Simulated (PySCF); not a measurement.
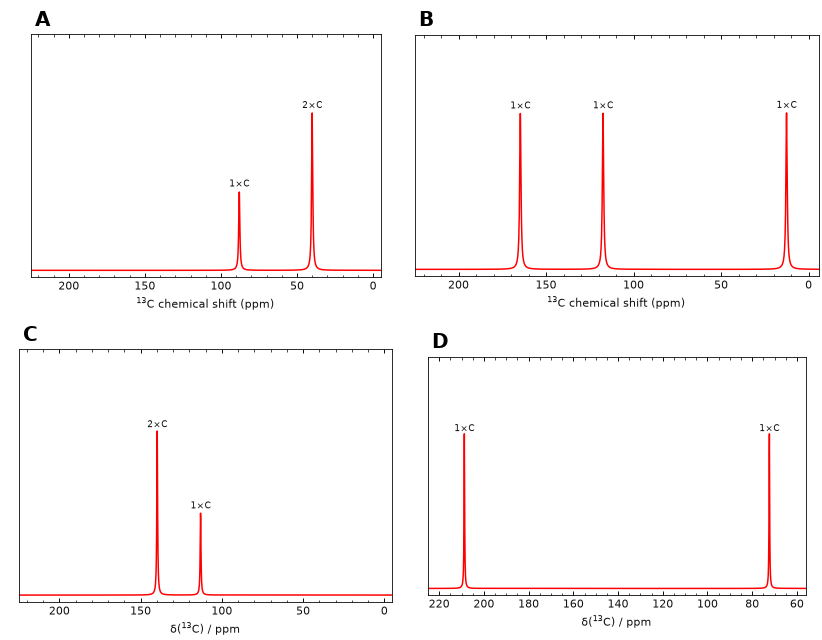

GIAO shifts, B3LYP/pcSseg-2 with PySCF 2.14.0, at a PBE0-D3(BJ)/def2-SVP geometry (no frequency check), against TMS for ¹³C computed at the same level. Gas phase, fully decoupled, line heights follow the number of nuclei, widths are arbitrary (no quadrupolar broadening); values of one conformer, averaged over methyl-type rotors and exact or near symmetry.

Question: Which panel belongs to which molecule?
1. C₃H₇FSi, SMILES C/C([SiH3])=C\F
2. C₃H₅FSe, SMILES FC1C[Se]C1
3. C₃H₂ClN₂⁻, SMILES Clc1cn[n-]c1
4. C₂H₂FS⁻, SMILES C=C(F)[S-]

Answer: A: 2 (88.0 (1 C), 40.0 (2 C) ppm)
B: 1 (164.7 (1 C), 117.4 (1 C), 12.6 (1 C) ppm)
C: 3 (139.8 (2 C), 113.1 (1 C) ppm)
D: 4 (208.7 (1 C), 72.3 (1 C) ppm)

Caveats, for all or some of the runs: an anion in a basis that has no diffuse functions; relativity, spin-orbit coupling included, is left out, which matters for Se nuclei and their neighbours.
